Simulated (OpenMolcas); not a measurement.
# Multiconfigurational calculation, with input and output: Cr²⁺ complex

Cr²⁺ with 6 ligands (F; octahedron, 2.134 Å), embedded in NaF by model potentials and point charges, whose field is part of the energies. Computed at this level: state-averaged SS-CASPT2, IPEA shift 0.25, imaginary shift 0.1 hartree, closed shells 3s 3p of the metal and the valence shells of the ligands correlated, active space 4 electrons in the shell 3d, basis ANO-RCC-VDZP on the metal and ANO-RCC-VDZP on the ligands, DKH2 scalar Hamiltonian, spin-orbit coupling by RASSI with atomic mean-field integrals (OpenMolcas).

**Input**
```
&GATEWAY
Basis set
Cr.ANO-RCC-VDZP.
Cr1 0.0 0.0 0.0 Angstrom
End of basis
Basis set
F.ANO-RCC-VDZP.
L1 2.134000 0.000000 0.000000 Angstrom
L2 0.000000 2.134000 0.000000 Angstrom
L3 0.000000 0.000000 2.134000 Angstrom
End of basis
Basis set
Na.EMB-AIMP.Seijo.6s3p.1s1p.ECP.NaF.
PseudoCharge
* 3 symmetry-unique lattice sites within 7.6 angstrom
End of basis
Basis set
Na.EMB-AIMP.Seijo.0s.0s.ECP.NaF.
PseudoCharge
* 36 symmetry-unique lattice sites within 7.6 angstrom
End of basis
Basis set
F.EMB-AIMP.Seijo.0s.0s.ECP.NaF.
PseudoCharge
* 31 symmetry-unique lattice sites within 7.6 angstrom
End of basis
Symmetry
XYZ
AngMom=0.0 0.0 0.0
AMFI
RICD
XField
1025 Angstrom 0
* Evjen-weighted lattice charges
&SEWARD
&RASSCF
FileOrb=start.orb
Symmetry=1
Spin=5
nActEl=4 0 0
Inactive=18 21
Ras2=5 0
CIRoot=5 5 1
SDav=5
CIMx=300
Iter=150 100
PrWF=0.3
OrbListing=Nothing
MaxOrb=0
LevShft=1.0
>>> COPY $Project.JobIph JOB001
&RASSCF
FileOrb=start.orb
Symmetry=1
Spin=3
nActEl=4 0 0
Inactive=18 21
Ras2=5 0
CIRoot=45 45 1
SDav=45
CIMx=300
Iter=150 100
PrWF=0.3
OrbListing=Nothing
MaxOrb=0
LevShft=1.0
>>> COPY $Project.JobIph JOB002
&RASSCF
FileOrb=start.orb
Symmetry=1
Spin=1
nActEl=4 0 0
Inactive=18 21
Ras2=5 0
CIRoot=50 50 1
SDav=50
CIMx=300
Iter=150 100
PrWF=0.3
OrbListing=Nothing
MaxOrb=0
LevShft=1.0
>>> COPY $Project.JobIph JOB003
&RASSI
NrOfJobIphs=3 5 45 50
1 2 3 4 5
1 2 3 4 5 6 7 8 9 10 11 12 13 14 15 16 17 18 19 20 21 22 23 24 25 26 27
28 29 30 31 32 33 34 35 36 37 38 39 40 41 42 43 44 45
1 2 3 4 5 6 7 8 9 10 11 12 13 14 15 16 17 18 19 20 21 22 23 24 25 26 27
28 29 30 31 32 33 34 35 36 37 38 39 40 41 42 43 44 45 46 47 48 49 50
IphNames
JOB001
JOB002
JOB003
EJob
SpinOrbit
DIPRint=1.0
SOCoupling=1000.0
Subsets=2
Property=9
'ANGMOM' 1 'ANGMOM' 2 'ANGMOM' 3 'MLTPL  1' 1 'MLTPL  1' 2 'MLTPL  1' 3
'AMFI' 1 'AMFI' 2 'AMFI' 3
SOProperty=3
'ANGMOM' 1 'ANGMOM' 2 'ANGMOM' 3
>>> COPY JOB001 $Project.JobIph
&CASPT2
Multistate=5 1 2 3 4 5
NoMult
Frozen=5 6
IPEA=0.25
Imaginary=0.1
MaxIter=60
WThr=0.0 0.3 0.05
PrWF=0.5
NoMix
>>> COPY JOB002 $Project.JobIph
&CASPT2
Multistate=45 1 2 3 4 5 6 7 8 9 10 11 12 13 14 15 16 17 18 19 20 21 22
23 24 25 26 27 28 29 30 31 32 33 34 35 36 37 38 39 40 41 42 43 44 45
NoMult
Frozen=5 6
IPEA=0.25
Imaginary=0.1
MaxIter=60
WThr=0.0 0.3 0.05
PrWF=0.5
NoMix
>>> COPY JOB003 $Project.JobIph
&CASPT2
Multistate=50 1 2 3 4 5 6 7 8 9 10 11 12 13 14 15 16 17 18 19 20 21 22
23 24 25 26 27 28 29 30 31 32 33 34 35 36 37 38 39 40 41 42 43 44 45 46
47 48 49 50
NoMult
Frozen=5 6
IPEA=0.25
Imaginary=0.1
MaxIter=60
WThr=0.0 0.3 0.05
PrWF=0.5
NoMix
```

The file start.orb holds starting orbitals from an earlier step. A driver script formed the levels outside the program, from RASSI's spin-orbit matrix and the CASPT2 energies (for multi-state variants, the effective Hamiltonian), averaged over the components of each term or state. The log and the time are those of the CASPT2 step.

Hardware: 1 thread of Arm Neoverse V1, 24 GiB of memory available, shared host.

Run as:
```bash
OMP_NUM_THREADS=1 MOLCAS_MEM=2457 MOLCAS_PROJECT=a pymolcas a.inp > a.log  # once for each step of the input, in one work folder
```

**The program's output (extracts)**
```
--- CASPT2 ---
Orbital specifications:
      -----------------------

      Symmetry species                           1   2
                                                ag  au
      Frozen orbitals                            5   6
      Inactive orbitals                         13  15
      Active orbitals                            5   0
      Secondary orbitals                        46  52
      Deleted orbitals                           0   0
      Number of basis functions                 69  73
Type of calculation                        SS-CASPT2
      Fock operator                              state-specific
      IPEA shift                                 0.25
      Real shift                                 0.00
      Imaginary shift                            0.10
      The input orbitals will be transformed to quasi-canonical
Reference energy:       -1649.6950968663
      E2 (Non-variational):      -1.5435637807
      Shift correction:          -0.0009159736
      E2 (Variational):          -1.5444797543
      Total energy:           -1651.2395766206
      Residual norm:              0.0000001677
      Reference weight:           0.74341
      Contributions to the CASPT2 correlation energy
      Active & Virtual Only:         -0.0422812083
      One Inactive Excited:          -0.1737684858
      Two Inactive Excited:          -1.3275140866
Reference energy:       -1649.6950968663
      E2 (Non-variational):      -1.5435626413
      Shift correction:          -0.0009159702
      E2 (Variational):          -1.5444786116
      Total energy:           -1651.2395754778
      Residual norm:              0.0000001677
      Reference weight:           0.74341
      Contributions to the CASPT2 correlation energy
      Active & Virtual Only:         -0.0422812072
      One Inactive Excited:          -0.1737673050
      Two Inactive Excited:          -1.3275141292
::    CASPT2 Root  1     Total energy:  -1651.23957662
::    CASPT2 Root  2     Total energy:  -1651.23957548
::    CASPT2 Root  3     Total energy:  -1651.19404515
::    CASPT2 Root  4     Total energy:  -1651.19404665
::    CASPT2 Root  5     Total energy:  -1651.19401912
--- CASPT2 ---
Orbital specifications:
      -----------------------

      Symmetry species                           1   2
                                                ag  au
      Frozen orbitals                            5   6
      Inactive orbitals                         13  15
      Active orbitals                            5   0
      Secondary orbitals                        46  52
      Deleted orbitals                           0   0
      Number of basis functions                 69  73
Type of calculation                        SS-CASPT2
      Fock operator                              state-specific
      IPEA shift                                 0.25
      Real shift                                 0.00
      Imaginary shift                            0.10
      The input orbitals will be transformed to quasi-canonical
Reference energy:       -1649.6362156015
      E2 (Non-variational):      -1.5548807078
      Shift correction:          -0.0009275084
      E2 (Variational):          -1.5558082162
      Total energy:           -1651.1920238177
      Residual norm:              0.0000002645
      Reference weight:           0.74182
      Contributions to the CASPT2 correlation energy
      Active & Virtual Only:         -0.0473667361
      One Inactive Excited:          -0.1734041231
      Two Inactive Excited:          -1.3341098486
Reference energy:       -1649.6362156014
      E2 (Non-variational):      -1.5548696846
      Shift correction:          -0.0009274738
      E2 (Variational):          -1.5557971584
      Total energy:           -1651.1920127598
      Residual norm:              0.0000002645
      Reference weight:           0.74182
      Contributions to the CASPT2 correlation energy
      Active & Virtual Only:         -0.0473620385
      One Inactive Excited:          -0.1733987352
      Two Inactive Excited:          -1.3341089109
::    CASPT2 Root  1     Total energy:  -1651.19202382
::    CASPT2 Root  2     Total energy:  -1651.19201276
::    CASPT2 Root  3     Total energy:  -1651.19203540
::    CASPT2 Root  4     Total energy:  -1651.15998702
::    CASPT2 Root  5     Total energy:  -1651.16009066
::    CASPT2 Root  6     Total energy:  -1651.16227493
::    CASPT2 Root  7     Total energy:  -1651.16206632
::    CASPT2 Root  8     Total energy:  -1651.16207211
::    CASPT2 Root  9     Total energy:  -1651.15832517
::    CASPT2 Root 10     Total energy:  -1651.15830092
::    CASPT2 Root 11     Total energy:  -1651.15819711
::    CASPT2 Root 12     Total energy:  -1651.15209210
::    CASPT2 Root 13     Total energy:  -1651.14935592
::    CASPT2 Root 14     Total energy:  -1651.13472859
::    CASPT2 Root 15     Total energy:  -1651.13459364
::    CASPT2 Root 16     Total energy:  -1651.11955695
::    CASPT2 Root 17     Total energy:  -1651.11963586
::    CASPT2 Root 18     Total energy:  -1651.11959870
::    CASPT2 Root 19     Total energy:  -1651.11361614
::    CASPT2 Root 20     Total energy:  -1651.11361645
::    CASPT2 Root 21     Total energy:  -1651.11347733
::    CASPT2 Root 22     Total energy:  -1651.10802091
::    CASPT2 Root 23     Total energy:  -1651.10802124
::    CASPT2 Root 24     Total energy:  -1651.10802039
::    CASPT2 Root 25     Total energy:  -1651.09008074
::    CASPT2 Root 26     Total energy:  -1651.09010138
::    CASPT2 Root 27     Total energy:  -1651.09008282
::    CASPT2 Root 28     Total energy:  -1651.09666588
::    CASPT2 Root 29     Total energy:  -1651.09672232
::    CASPT2 Root 30     Total energy:  -1651.07372464
--- CASPT2 ---
Orbital specifications:
      -----------------------

      Symmetry species                           1   2
                                                ag  au
      Frozen orbitals                            5   6
      Inactive orbitals                         13  15
      Active orbitals                            5   0
      Secondary orbitals                        46  52
      Deleted orbitals                           0   0
      Number of basis functions                 69  73
Type of calculation                        SS-CASPT2
      Fock operator                              state-specific
      IPEA shift                                 0.25
      Real shift                                 0.00
      Imaginary shift                            0.10
      The input orbitals will be transformed to quasi-canonical
Reference energy:       -1649.5914738516
      E2 (Non-variational):      -1.5636346953
      Shift correction:          -0.0009391233
      E2 (Variational):          -1.5645738186
      Total energy:           -1651.1560476701
      Residual norm:              0.0000001965
      Reference weight:           0.74013
      Contributions to the CASPT2 correlation energy
      Active & Virtual Only:         -0.0495652374
      One Inactive Excited:          -0.1787087992
      Two Inactive Excited:          -1.3353606587
Reference energy:       -1649.5914738515
      E2 (Non-variational):      -1.5633846265
      Shift correction:          -0.0009381156
      E2 (Variational):          -1.5643227421
      Total energy:           -1651.1557965936
      Residual norm:              0.0000001883
      Reference weight:           0.74021
      Contributions to the CASPT2 correlation energy
      Active & Virtual Only:         -0.0494232160
      One Inactive Excited:          -0.1786528676
      Two Inactive Excited:          -1.3353085430
::    CASPT2 Root  1     Total energy:  -1651.15604767
::    CASPT2 Root  2     Total energy:  -1651.15579659
::    CASPT2 Root  3     Total energy:  -1651.15604760
::    CASPT2 Root  4     Total energy:  -1651.14935806
::    CASPT2 Root  5     Total energy:  -1651.14919416
::    CASPT2 Root  6     Total energy:  -1651.14009957
::    CASPT2 Root  7     Total energy:  -1651.12136753
::    CASPT2 Root  8     Total energy:  -1651.12382469
::    CASPT2 Root  9     Total energy:  -1651.12378759
::    CASPT2 Root 10     Total energy:  -1651.12396586
::    CASPT2 Root 11     Total energy:  -1651.11933658
::    CASPT2 Root 12     Total energy:  -1651.11933325
::    CASPT2 Root 13     Total energy:  -1651.11934063
::    CASPT2 Root 14     Total energy:  -1651.10665384
::    CASPT2 Root 15     Total energy:  -1651.10721131
::    CASPT2 Root 16     Total energy:  -1651.07558568
::    CASPT2 Root 17     Total energy:  -1651.07558121
::    CASPT2 Root 18     Total energy:  -1651.07556028
::    CASPT2 Root 19     Total energy:  -1651.07558709
::    CASPT2 Root 20     Total energy:  -1651.07556215
::    CASPT2 Root 21     Total energy:  -1651.07814998
::    CASPT2 Root 22     Total energy:  -1651.05327188
::    CASPT2 Root 23     Total energy:  -1651.05327966
::    CASPT2 Root 24     Total energy:  -1651.05328299
::    CASPT2 Root 25     Total energy:  -1651.05765897
::    CASPT2 Root 26     Total energy:  -1651.05783493
::    CASPT2 Root 27     Total energy:  -1651.05783579
::    CASPT2 Root 28     Total energy:  -1651.04268656
::    CASPT2 Root 29     Total energy:  -1651.04262186
::    CASPT2 Root 30     Total energy:  -1651.04267533
```

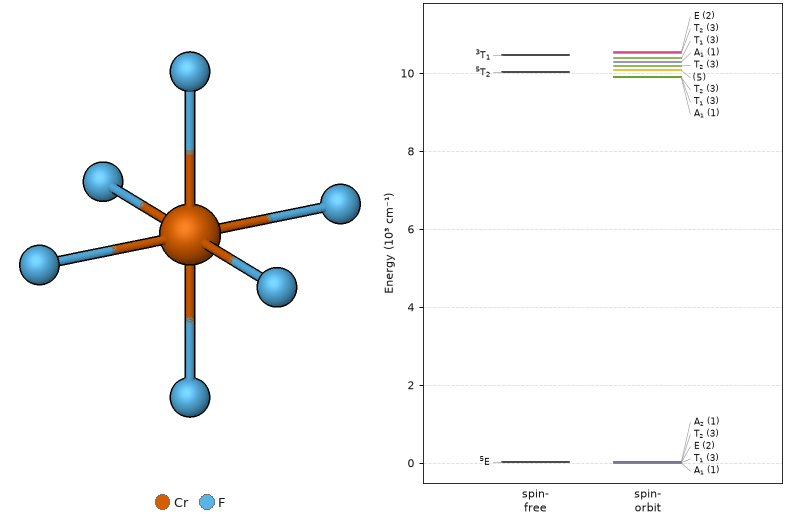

**Figure 1.** Cr²⁺ (3d⁴) as a dopant in NaF, a cluster with its 6 nearest F⁻ at 2.134 Å (octahedron) embedded in model potentials and point charges; the geometry was set, not optimised, and its levels. Labels give the representation in O, Td, D4 or D3 as the site allows (double group for half-integer spin) where it could be assigned and, in brackets, the degeneracy; spin-free states, where drawn, share the zero of the spin-orbit levels. The ground level is A₁, non-degenerate, 100 % from states of spin multiplicity 5. The next level lies at 5.7 cm⁻¹ (T₁). The lowest spin-free state is ⁵E, from the free-ion D term; of the same spin there follows at 9,990 cm⁻¹ (⁵T₂) above it.

**Key numbers**

- outcome: converged
- energy of the lowest spin-free term: −1651.23958 hartree
- energy of the lowest spin-orbit level: −1651.23970 hartree
- CASPT2 correlation energy: −1.5445 hartree
- largest spread among components of a term: 122.4 cm⁻¹
- lowest reference weight: 0.730
- wall time: 5.3 min
- peak memory: 0.18 GiB

**Notes**

The components of ¹E, which symmetry makes degenerate, are split by 122 cm⁻¹ in CASPT2, and those of 3 more by over 50 cm⁻¹. This is an artefact; the levels of such states rest on averages and are uncertain by about as much. Limits: orbital doublet at a regular site, Jahn-Teller distortion not allowed for; small active space favours high spin, ground spin may be wrong; the geometry is set by hand, with no relaxation.
